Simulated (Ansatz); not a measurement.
The reference is CsPbBr₃ in the cubic perovskite structure (space group Pm-3m, No. 221; a = 5.872 Å). Axes: x, y, z lie along the cube axes.

Perturbation: tensile biaxial strain of 1.20 % in the plane normal to [001], as in epitaxy on a mismatched substrate; the out-of-plane cell vector and the atoms relax.

Method: Ansatz (a program for electronic structure), PBEsol, PAW, cutoff 420 eV, no spin-orbit coupling.

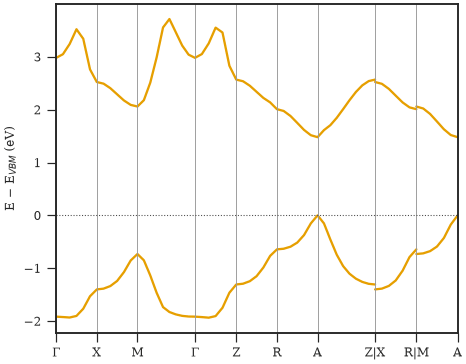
Fig. 1. Highest valence and lowest conduction band along the path of the changed cell's own zone

From the figure, how large is the changed gap, and is it direct?

About 1.5 eV, direct at A.

Spin-orbit coupling, missing from the scalar runs, can matter with Pb. Whether these cells are dynamically stable was not tested. Many cubic perovskites are stable only at high temperature; tilts and polar distortions were not tested. This is not the structure that CsPbBr3 has at room temperature and ambient pressure. k-point labels follow each cell's own Brillouin zone.
